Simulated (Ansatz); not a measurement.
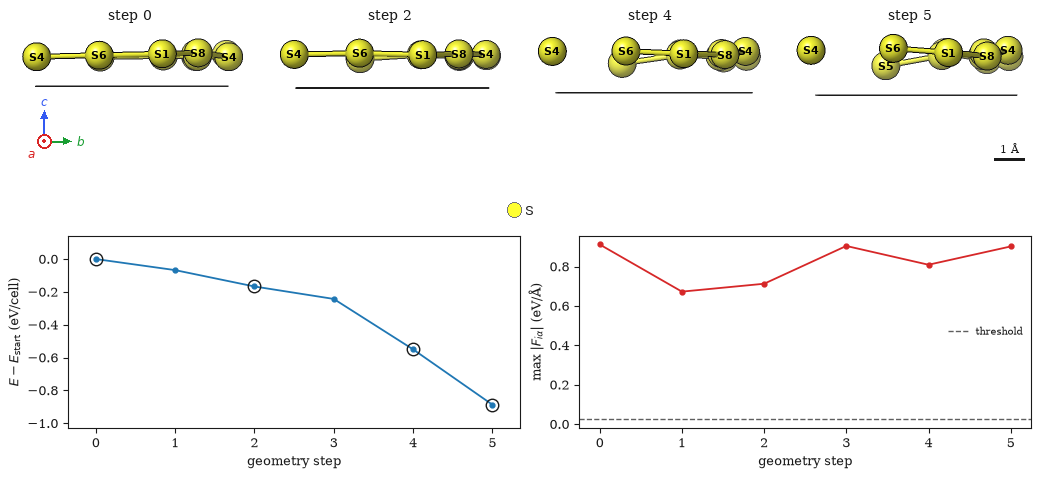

Frames of a relaxation of a free-standing layer of S (a generated structure, set up in P1) (coarse preliminary run), marked on the history of the run. The picture is a ball-and-stick view of the cell of the calculation, outlined in the plane, without the vacuum, seen along the a axis.

All numbers below come from DFT PBE, scalar-relativistic, plane waves, PAW in Ansatz. Set-up: plane-wave cutoff 420 eV; k-point mesh 4 × 4 × 1; occupations gaussian; smearing width 0.2 eV; no spin polarisation; cell and atoms relaxed; force threshold 0.025 eV/Å; at most 60 steps.

Q: What happens along the run?

A: The run was cut off at its time limit before the relaxation converged, so the last structure is only a point on the way. After 5 geometry steps the energy has fallen by 0.887 eV per cell of the calculation. The largest force component goes from 0.91 to 0.9 eV/Å. The largest move relative to the cell and the layer's centre is that of an S atom, 0.39 Å at 53° to the normal (+c side). In the plane the drawn cell goes a 14.776 → 14.886 Å (+0.8 %), b 7.535 → 7.667 Å (+1.8 %). Some distances before and after: S–S 2.130 → 2.812 Å, S–S 2.085 → 2.386 Å, S–S 2.240 → 2.539 Å, S–S 2.153 → 1.883 Å. Bonds break, among them: S–S (2.13 → 2.81 Å). Bond angles that change, for instance: S–S–S 120.4° → 134.6°, S–S–S 176.7° → 162.6°, S–S–S 174.1° → 160.8°. From step 0 to 2: an S atom moves most (0.17 Å), energy −0.167 eV per cell of the calculation. From step 2 to 4: an S atom moves most (0.20 Å), energy −0.383 eV per cell of the calculation. From step 4 to 5: an S atom moves most (0.21 Å), energy −0.337 eV per cell of the calculation.

| step | E − E(0), meV/atom | largest force component, eV/Å |
| --- | --- | --- |
| 0 | 0.00 | 0.9119 |
| 1 | -6.74 | 0.6727 |
| 2 | -16.70 | 0.7127 |
| 3 | -24.29 | 0.9045 |
| 4 | -54.98 | 0.8091 |
| 5 | -88.67 | 0.9020 |
